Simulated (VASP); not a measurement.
Data:

```yaml
crystal:
  lattice:
    - [0.00000, 3.18929, 3.18929]
    - [3.18929, 0.00000, 3.18929]
    - [3.18929, 3.18929, 0.00000]
  atoms:
    - { symbol: K, position: [0.00000, 0.00000, 0.00000] }
    - { symbol: Cl, position: [0.50000, 0.50000, 0.50000] }
```

The numbers are results of revTPSS meta-GGA, VASP's PBE PAW potentials (set 64) (plane waves; VASP 6.6.1), not measurements. Numerical set-up: 520 eV cut-off, 8×8×8 Γ-centred mesh, tetrahedra with Blöchl corrections, potentials K_sv Cl.

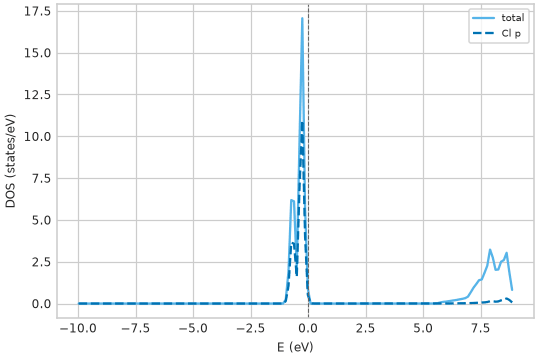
Total and projected density of states, zero at the valence-band maximum

Within 2 eV below the valence-band maximum the largest weight inside VASP's projection spheres is Cl p.

The gap is direct, 5.47 eV, from the valence maximum at Γ to the conduction minimum at Γ.

The compound is KCl in the rock salt structure. It was relaxed first.
